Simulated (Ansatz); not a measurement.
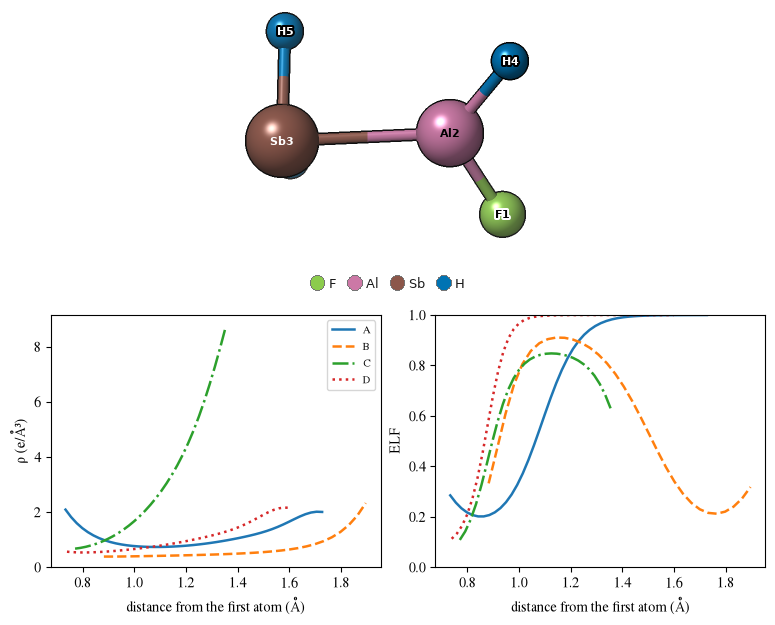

Figure 1: AlFH3Sb. Electron density and electron localisation function along straight lines between neighbouring atoms. The curves leave out the atomic cores. The structure is drawn too.

Core potentials replace the inner electrons of Sb.

Computed with RKS LDA/def2-SVP in Ansatz 0.2.0.

```xyz
6

F    -1.1521   -1.5866    1.2476
Al   -0.3095   -1.0132   -0.0721
Sb    1.3125    0.9994    0.3278
H    -0.5624   -1.8181   -1.4310
H     0.7800    1.5777   -1.2126
H    -0.0264    1.7770    1.0941
```

Q: Which curve belongs to which contact (Al–F, Al–H, Al–Sb and Sb–H)? The first atom named is at distance zero.

A: Curve A: Sb–H (1.73 Å): ρ is about 1.1 e/Å³ halfway; the ELF climbs to about 1 towards the hydrogen. Curve B: Al–Sb (2.62 Å): the density is about 0.46 e/Å³ at the midpoint; the ELF peaks at about 0.90 between the atoms: a covalent bond. Curve C: Al–F (1.67 Å): ρ is about 0.79 e/Å³ halfway; the ELF peaks at about 0.85 in the valence shell of F, 0.5 Å from its nucleus, and is about 0.25 at the midpoint. Curve D: Al–H (1.60 Å): ρ is about 0.53 e/Å³ halfway; the ELF climbs to about 1 towards the hydrogen.
